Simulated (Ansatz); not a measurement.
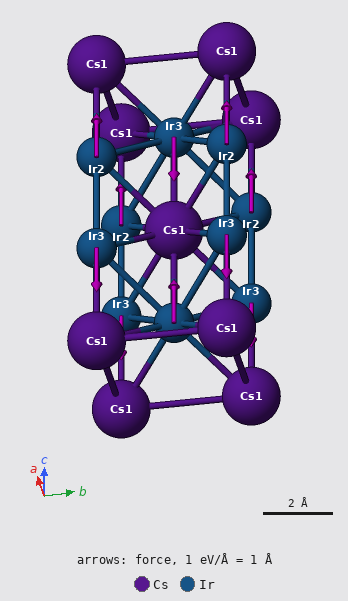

Starting geometry of solid CsIr$_{2}$ (built on the MoSi2 (C11b)_139 type) (coarse preliminary run) with the computed forces as purple arrows. Style: ball-and-stick. Shown: the conventional cell (2 times the calculation's cell), from a free direction. Lengths and directions refer to the drawn axes.

Case: MoSi2 (C11b) type (I4/mmm, No. 139).

Computed with DFT PBE, scalar-relativistic, plane waves, PAW (Ansatz 0.2.0).

Input
```yaml
crystal:
  lattice:
    - [-1.9224882654, 1.9224882654, 4.7161040261]
    - [1.9224882654, -1.9224882654, 4.7161040261]
    - [1.9224882654, 1.9224882654, -4.7161040261]
  atoms:
    - { symbol: Cs, position: [0.0, 0.0, 0.0] }
    - { symbol: Ir, position: [0.665, 0.665, 0.0] }
    - { symbol: Ir, position: [0.335, 0.335, 0.0] }
basis:
  ecutwfc: 420
kpoints:
  mp_grid: { grid: [6, 6, 6] }
hamiltonian:
  xc: pbe
scf:
  occupations: { method: gaussian, width: 0.1 }
  lower_state_search: "off"
output:
  forces: true
  stress: true
  eigenvalues: true
relax:
  adjacent_minimum: "off"
  f_tol: 0.04
  max_steps: 70
  cell: { stress_tol: 0.4 }
```

Launched with:
```bash
ansatz run input.yaml --threads 1 --pin off --max-ram 2560MiB --backend cpu --events-out ev --progress --plain --runs-dir out
```

**What follows when this structure is relaxed?**

It isn't relaxed: the largest force vector, on Ir atoms, is 1.51 eV/Å. The atoms end up moving mostly along the starting forces (cosine between the two patterns 1.00). The largest moves relative to the cell, 0.89 Å, are those of Ir2 and Ir3. Ir3 goes along −c. Cs stays in place. The volume changes by +15.4 %, with a = b 3.845 → 3.538 Å (−8.0 %), c 9.432 → 12.857 Å (+36.3 %). Among the contacts that change: Ir2–Ir3 3.113 → 6.033 Å, Cs1–Ir2 3.133 → 3.919 Å, Ir2–Ir3 (another image) 3.156 → 2.533 Å, Cs1–Cs1 3.845 → 3.538 Å. Among the angles between lasting bonds that change: Ir2–Ir3–Ir2 118.9° → 162.0°, Cs1–Ir3–Ir2 59.5° → 81.0°, Ir2–Ir3–Ir2 75.0° → 88.6°. The space group stays I4/mmm (No. 139). After 14 accepted moves (19 points after the start) the energy has fallen by 4.252 eV per cell of the calculation. The largest force component goes from 1.5 to 0.037 eV/Å. Pressure: −7.95 GPa at the start and −0.07 GPa at the end. The line search rejected the trial steps at points 10, 11, 12 of the run. The SCF was repeated twice at an unchanged geometry on a basis and grid sized afresh for the cell, which shifted the energy by 0.174 eV per cell of the calculation at most.
